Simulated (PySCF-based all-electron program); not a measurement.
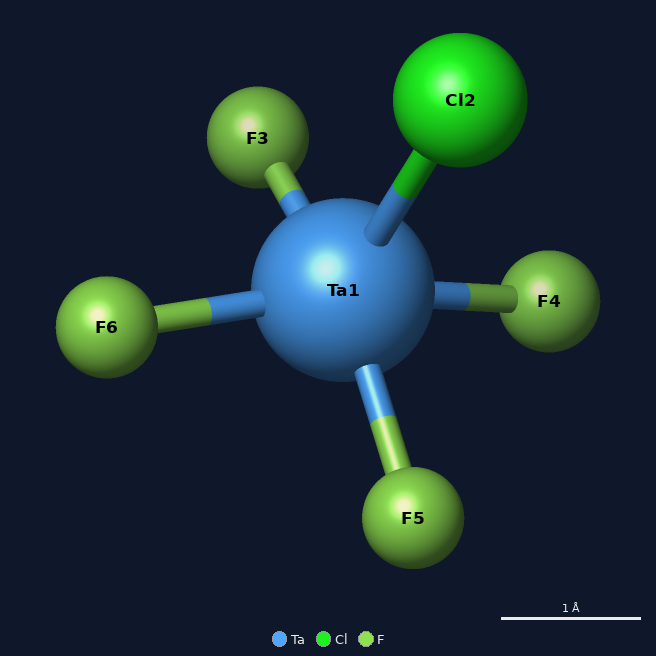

(Drawn from a calculation with PySCF-based all-electron program.)

Numbered structure. Charge 0, singlet. Geometry: a fixed input geometry, not necessarily a minimum.

Q: What is the geometry at Ta1?

A: Ta1 has 5 neighbours (Cl2 at 2.28, F3 at 1.58, F4 at 1.86, F5 at 1.86, F6 at 1.86 Å); the arrangement is square pyramidal.
